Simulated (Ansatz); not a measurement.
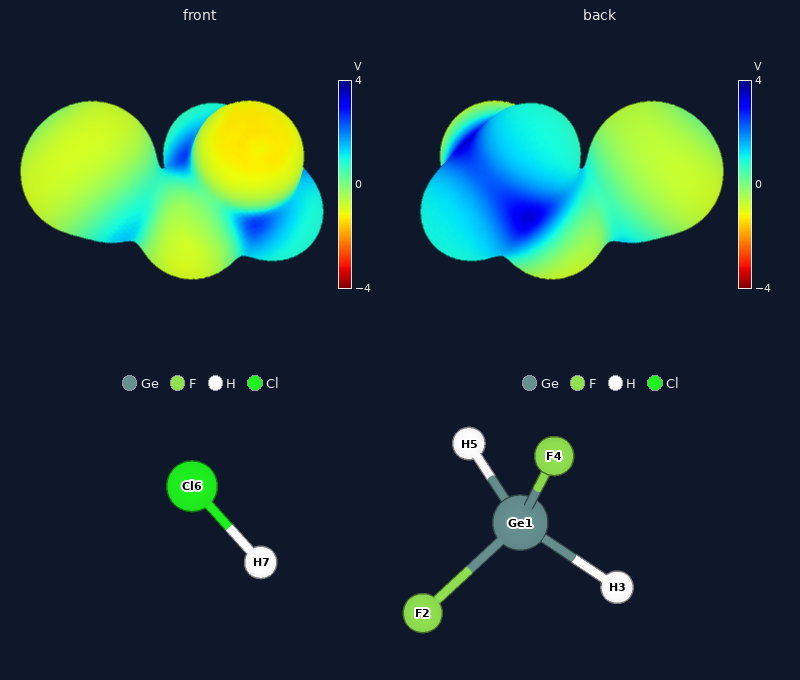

The picture shows: F2GeH2···HCl. The electrostatic potential painted on the density surface at 0.002 e/bohr³, seen from the front and from behind; red is negative and blue positive. The bare structure is drawn below in the same view.

The calculation used RHF/def2-SVP in Ansatz.

| atom | x (Å) | y (Å) | z (Å) |
| --- | --- | --- | --- |
| Ge | 0.3599 | 0.0025 | -0.2403 |
| F | -0.0074 | 0.1669 | 1.4363 |
| H | 1.8651 | -0.1126 | -0.3654 |
| F | -0.1284 | 1.4944 | -0.9194 |
| H | -0.5072 | -1.1020 | -0.8042 |
| Cl | -3.2145 | -0.3364 | 1.8808 |
| H | -2.0182 | 0.0048 | 2.1600 |

Describe the electrostatic potential map.

The most negative region (about −1.3 V, or −30 kcal/mol for a unit charge) lies over F4, the most positive (about +3.2 V, or +74 kcal/mol for a unit charge) over Ge1.
